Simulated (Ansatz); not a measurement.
Zr: pressure series

The reference is Zr in the hcp (Mg type) structure (space group P6_3/mmc, No. 194).

```
Zr
1.0
    3.18422     0.00000     0.00000
   -1.59211     2.75762     0.00000
    0.00000     0.00000     5.11671
Zr
2
Direct
  0.66667   0.33333   0.75000
  0.33333   0.66667   0.25000
```

Cell and atoms are relaxed at each pressure.

All numbers come from PBEsol (Ansatz, a program for electronic structure, PAW, no spin-orbit coupling).

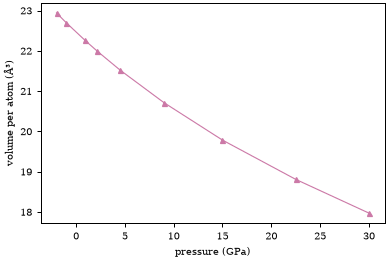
Fig. 1. Volume against pressure

Q: Estimate the zero-pressure bulk modulus from the plot.

A: About 99 GPa; a third-order Birch–Murnaghan fit to the points gives V₀ = 22.46 Å³/atom, B₀ = 99 GPa and B₀′ = 2.9.

Load acts through the strain it causes; cell and atoms are relaxed under it. No phonon test of stability was made. The final runs are not spin-polarised. Measured, Zr leaves this structure (for the ω phase) near 3 GPa (temperature not stated; as listed in C. Cazorla, D. Alfè, M. J. Gillan, Physical Review B (2008)).
